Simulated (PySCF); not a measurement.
## Atomic calculation, with input and output: Sb³⁺

Sb³⁺, configuration 1s2 2s2 2p6 3s2 3p6 3d10 4s2 4p6 4d10 5s2, multiplicity 1. Computed at this level: unrestricted TPSS, aug-cc-pVDZ-PP with ECP28, scalar-relativistic core potential (PySCF).

**Key numbers**

```
                                                quantity                                                                 value
                                                 outcome                                                             converged
total energy (valence electrons, under a core potential)                                                   −238.270704 hartree
                                          SCF iterations                                                                     6
                                                hardware  1 thread of Arm Neoverse V2, 23 GiB of memory available, shared host
                                               wall time                                                                0.61 s
```

**Notes**

Limits: level shift left on, which raises the virtual orbital energies.

**The input**
```python
from pyscf import gto, scf, dft, mp, cc
import basis_set_exchange as bse
txt = bse.get_basis("aug-cc-pVDZ-PP", elements=["Sb"], fmt="nwchem", header=False)
cut = txt.index("\nECP")
mol = gto.M(atom="Sb 0 0 0", charge=3, spin=0, symmetry="D2h",
            basis=gto.basis.parse(txt[:cut]),
            ecp={"Sb": gto.basis.parse_ecp(txt[cut:])})
mf = dft.UKS(mol, xc="TPSS")
mf.irrep_nelec = {'Ag': (4, 4), 'B1g': (1, 1), 'B2g': (1, 1), 'B3g': (1, 1), 'B1u': (1, 1), 'B2u': (1, 1), 'B3u': (1, 1)}
mf.kernel()
```

The script is an equivalent of what the driver set up; the driver computed the properties (radii, ⟨L²⟩, response) afterwards. It also set what the script leaves out: max_cycle = 50, level_shift = 0.1, guess = atom. It held the occupations shell by shell, which the script's counts by irreducible representation don't always enforce.

The run was one of a batch that the task file lists, launched with:
```bash
OMP_NUM_THREADS=1 python <driver script> TASK.json OUT
```

**Log (extracts)**
```
damping factor = 0
level_shift factor = 0.1
DIIS = <class 'pyscf.scf.diis.CDIIS'>
diis_start_cycle = 1
diis_space = 10
diis_damp = 0
SCF conv_tol = 1e-09
SCF conv_tol_grad = None
number electrons alpha = 10  beta = 10
irrep_nelec {'Ag': (4, 4), 'B1g': (1, 1), 'B2g': (1, 1), 'B3g': (1, 1), 'B1u': (1, 1), 'B2u': (1, 1), 'B3u': (1, 1)}
XC functionals = TPSS
    J. Tao, J. P. Perdew, V. N. Staroverov, and G. E. Scuseria.,  Phys. Rev. Lett. 91, 146401 (2003)
    J. P. Perdew, J. Tao, V. N. Staroverov, and G. E. Scuseria.,  J. Chem. Phys. 120, 6898 (2004)
    J. Tao, J. P. Perdew, V. N. Staroverov, and G. E. Scuseria.,  Phys. Rev. Lett. 91, 146401 (2003)
    J. P. Perdew, J. Tao, V. N. Staroverov, and G. E. Scuseria.,  J. Chem. Phys. 120, 6898 (2004)
alpha HOMO (Ag) = -0.512680281729057  LUMO (B1u) = -0.157137534046945
  HOMO = -0.512680281729  LUMO = -0.157137534047  gap/eV = 9.67481
cycle= 1 E= -238.22045726384  delta_E= 1.82  |g|= 0.268  |ddm|= 1.06
alpha HOMO (Ag) = -1.47499685482021  LUMO (B1u) = -0.991902259697962
  HOMO = -1.47499685482  LUMO = -0.991902259698  gap/eV = 13.14567
cycle= 2 E= -238.268246522415  delta_E= -0.0478  |g|= 0.0887  |ddm|= 1.52
alpha HOMO (Ag) = -1.43204228925647  LUMO (B1u) = -0.955199704469145
  HOMO = -1.43204228926  LUMO = -0.955199704469  gap/eV = 12.97555
cycle= 3 E= -238.270701266303  delta_E= -0.00245  |g|= 0.00274  |ddm|= 0.0917
alpha HOMO (Ag) = -1.42718460654041  LUMO (B1u) = -0.950591957470906
  HOMO = -1.42718460654  LUMO = -0.950591957471  gap/eV = 12.96875
cycle= 4 E= -238.270703958616  delta_E= -2.69e-06  |g|= 0.000159  |ddm|= 0.00767
alpha HOMO (Ag) = -1.42718154420398  LUMO (B1u) = -0.950575283011457
  HOMO = -1.4271815442  LUMO = -0.950575283011  gap/eV = 12.96912
cycle= 5 E= -238.27070396564  delta_E= -7.02e-09  |g|= 5.8e-06  |ddm|= 0.000334
alpha HOMO (Ag) = -1.42718216960741  LUMO (B1u) = -0.950575777182184
  HOMO = -1.42718216961  LUMO = -0.950575777182  gap/eV = 12.96912
cycle= 6 E= -238.270703965662  delta_E= -2.18e-11  |g|= 4.16e-07  |ddm|= 2.24e-05
converged SCF energy = -238.270703965662  <S^2> = -2.1316282e-14  2S+1 = 1
```

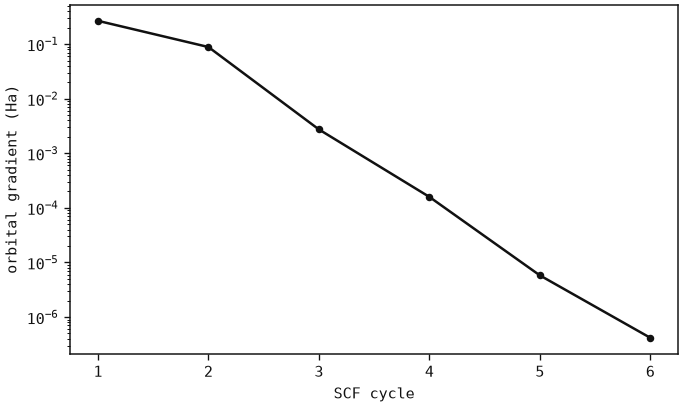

**Figure 1.** Convergence: orbital gradient against the SCF cycle. The residual falls at every step. It goes from 0.27 to 4.2×10⁻⁷ in 6 steps.

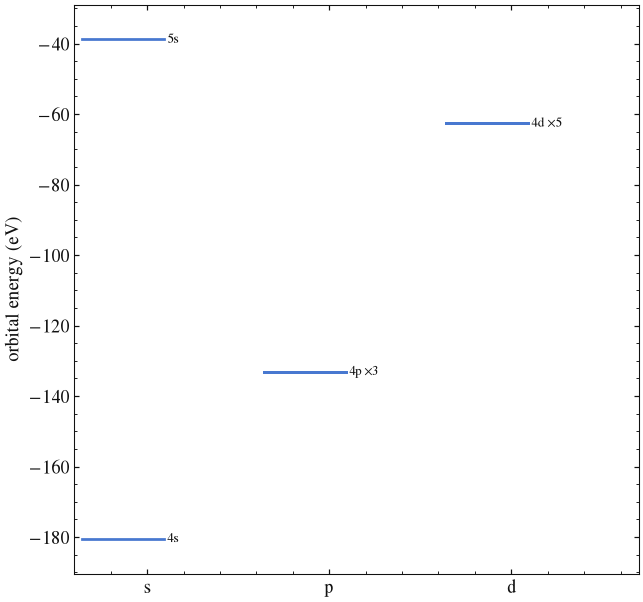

**Figure 2.** Orbital energies of the mean field, from the top down to −180.5 eV, by angular momentum; ×n counts the orbitals under one label. The highest filled orbital is 5s at −38.8 eV, the lowest empty one p at −25.9 eV.
